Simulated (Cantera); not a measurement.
Feed: 1 mol C2H2, 1.6 mol CO2, equilibrated at 1 atm.

Cantera equilibrium calculation (NASA polynomials, part measured and part estimated; ideal gas, pure solids and liquids). Candidate condensed phases: C, C6H6, C7H8, C8H18, H2O; 131 gas species. Ions and electrons are included (thermal ionisation). Rates play no part.

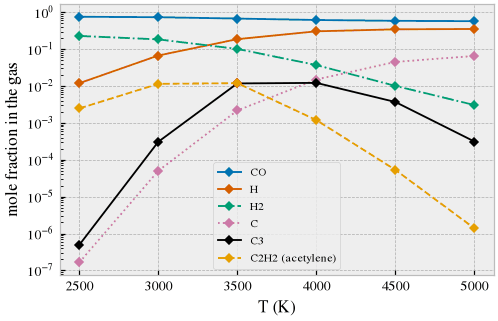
Figure: Equilibrium gas composition (values under 1e-9 drawn at 1e-9)

Problem. Read off the mole fractions at 4000 K.

Solution. CO about 0.62, H about 0.30, H2 about 0.037, C about 0.015, C3 about 0.012, C2H2 (acetylene) about 0.0012.
